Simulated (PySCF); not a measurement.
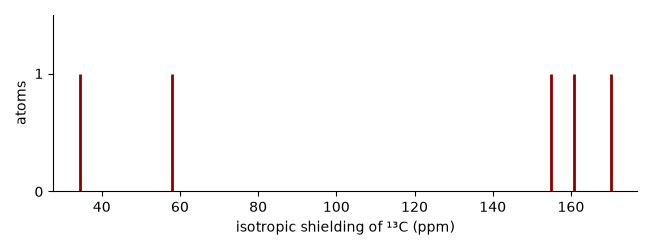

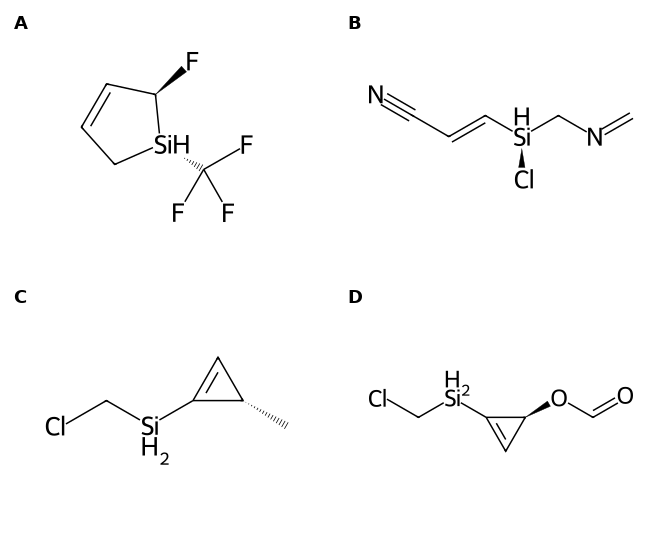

The sticks are computed shieldings of one of the molecules, for one fixed geometry (GFN2-xTB) without averaging over rotations. Low shielding means a high chemical shift. Method: GIAO PBE0/pcSseg-1 NMR shielding, non-relativistic, gas phase (PySCF 2.14.0).

> Match the spectrum to a structure.

C, `C[C@H]1C=C1[SiH2]CCl`. Its 5 C atoms give lines at 34.4, 57.9, 154.9, 160.8, 170.2 ppm.

The geometry is semi-empirical. Around Si such bond lengths and angles can be off by a tenth of an ångström or more and by several degrees, and values that hang on the shape move with them.
